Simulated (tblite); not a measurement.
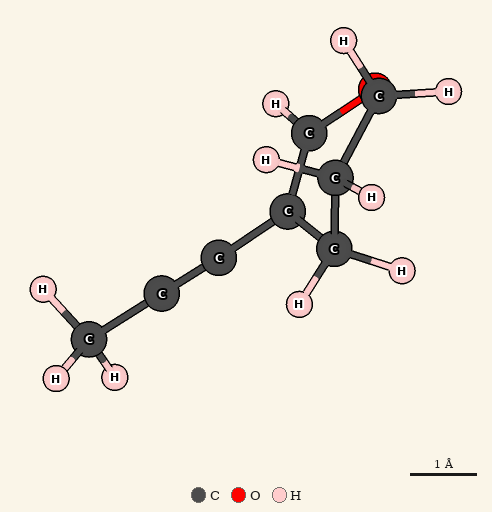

C8H10O, before the relaxation. Style: ball-and-stick. Shown from a free direction.

The calculation used tblite, GFN2-xTB geometry optimisation, gas phase.

```xyz
19

C     4.0017   -0.7088    0.1161
C     2.5637   -0.2908    0.0456
C     1.4147    0.0169    0.0016
C     0.0199    0.4043   -0.1004
C    -0.3779    1.0592   -1.1616
O    -1.7197    1.4172   -1.2461
C    -2.7061    0.5029   -0.8079
C    -2.1808   -0.4902    0.2137
C    -0.9748    0.0841    0.9435
H     3.9916   -1.6701    0.6606
H     4.3866   -0.8541   -0.9268
H     4.5927    0.0666    0.5918
H     0.3369    1.3122   -1.9540
H    -3.0471   -0.0856   -1.6675
H    -3.5551    1.0998   -0.4205
H    -3.0280   -0.7395    0.8991
H    -1.8475   -1.3918   -0.3622
H    -0.6101   -0.6887    1.6195
H    -1.2704    0.9658    1.5630
```

> Predict the outcome.

H15 moves most after the best rigid fit: 1.18 Å. By element the largest moves are H 1.18 Å, O 0.71 Å, C 0.50 Å. Near-neighbour distances that change, for instance: C1–C2 1.499 → 1.446 Å, C3–C4 1.451 → 1.412 Å, C5–O6 1.391 → 1.358 Å, C4–C9 1.477 → 1.510 Å. Among the angles between lasting bonds that change: O6–C5–H13 121.7° → 111.3°, C4–C5–O6 118.1° → 126.0°, H10–C1–H12 114.3° → 108.8°. Groups turn about O6–C7 by about 70°, C5–O6 by about 50°, C7–C8 by about 35°. After 112 geometry steps the energy has fallen by 0.615 eV.

History of the run:

```json
{"step": "0", "E − E(0), eV": "0.0000"}
{"step": "1", "E − E(0), eV": "-0.0221"}
{"step": "2", "E − E(0), eV": "-0.2345"}
{"step": "3", "E − E(0), eV": "-0.2818"}
{"step": "4", "E − E(0), eV": "-0.3230"}
{"step": "5", "E − E(0), eV": "-0.3561"}
{"step": "6", "E − E(0), eV": "-0.3645"}
{"step": "7", "E − E(0), eV": "-0.3763"}
{"step": "8", "E − E(0), eV": "-0.3807"}
{"step": "9", "E − E(0), eV": "-0.3854"}
{"step": "10", "E − E(0), eV": "-0.3891"}
{"step": "15", "E − E(0), eV": "-0.4153"}
{"step": "21", "E − E(0), eV": "-0.4382"}
{"step": "26", "E − E(0), eV": "-0.4810"}
{"step": "31", "E − E(0), eV": "-0.5085"}
{"step": "37", "E − E(0), eV": "-0.5324"}
{"step": "42", "E − E(0), eV": "-0.5413"}
{"step": "48", "E − E(0), eV": "-0.5609"}
{"step": "53", "E − E(0), eV": "-0.5890"}
{"step": "58", "E − E(0), eV": "-0.5993"}
{"step": "64", "E − E(0), eV": "-0.6054"}
{"step": "69", "E − E(0), eV": "-0.6088"}
{"step": "74", "E − E(0), eV": "-0.6108"}
{"step": "80", "E − E(0), eV": "-0.6126"}
{"step": "85", "E − E(0), eV": "-0.6132"}
{"step": "91", "E − E(0), eV": "-0.6137"}
{"step": "96", "E − E(0), eV": "-0.6140"}
{"step": "101", "E − E(0), eV": "-0.6147"}
{"step": "107", "E − E(0), eV": "-0.6150"}
{"step": "112", "E − E(0), eV": "-0.6151"}
```

Final geometry:

```xyz
19

C     3.9844   -0.4565    0.3105
C     2.5737   -0.2429    0.0755
C     1.4056   -0.0559   -0.1434
C     0.0198    0.1385   -0.3339
C    -0.4559    0.6660   -1.4671
O    -1.7617    0.9154   -1.7450
C    -2.6479    0.7640   -0.6526
C    -2.3158   -0.4638    0.1902
C    -0.9130   -0.2993    0.7693
H     4.1292   -1.3300    0.9466
H     4.5010   -0.6194   -0.6355
H     4.4190    0.4134    0.8039
H     0.1817    0.9450   -2.2934
H    -3.6464    0.6908   -1.0910
H    -2.6019    1.6658   -0.0255
H    -3.0588   -0.5769    0.9801
H    -2.3482   -1.3484   -0.4496
H    -0.5581   -1.2405    1.1954
H    -0.9163    0.4442    1.5729
```

The end point in the same view:

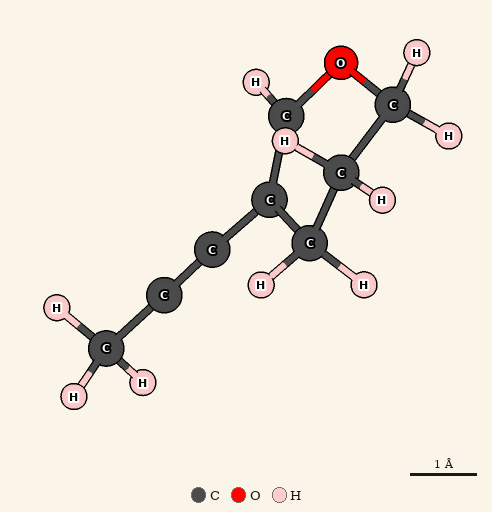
